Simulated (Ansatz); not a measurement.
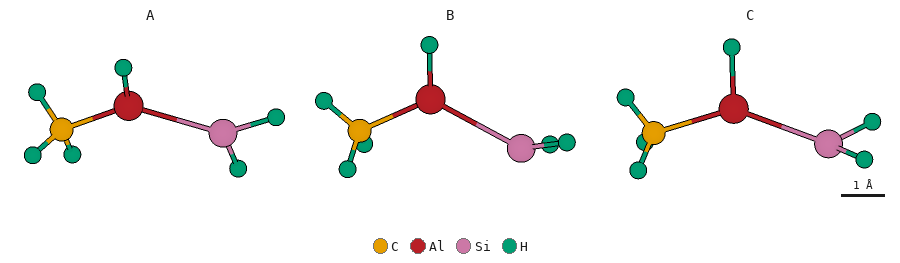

3 geometries from one relaxation of CH₆AlSi (multiplicity 2), in shuffled order. A ball-and-stick model, seen at a tilt.

The run prepares an end point of a later path (torsion) calculation, from a guessed geometry.

Theory: Ansatz 0.2.0, UKS B3LYP/6-31G*. (collinear spin; force threshold 0.015 eV/Å; at most 40 steps)

Order the frames from highest to lowest energy.

Answer. C, B, A. They are steps 0, 10, 28, at +0.477 eV, +0.146 eV relative to the last. The largest move after the best rigid fit is that of an H atom, 1.39 Å. By element the largest moves are H 1.39 Å, Al 0.50 Å, Si 0.28 Å, C 0.25 Å. Some distances before and after: Al–C 2.009 → 1.967 Å, Al–H 1.572 → 1.592 Å, Al–Si 2.380 → 2.396 Å, H–Si 1.483 → 1.490 Å. Bond angles that change, for instance: C–Al–Si 139.7° → 121.4°, C–Al–H 108.4° → 122.2°, H–Si–H 100.9° → 109.0°. Groups turn about Al–C by about 55°. After 26 accepted moves (28 points after the start) the energy has fallen by 0.477 eV. Largest force component: 0.8 eV/Å at the start, 0.013 eV/Å at the end. The line search rejected the trial steps at points 15, 17 of the run. The forces were under the threshold at step 18, but the run went on from there.
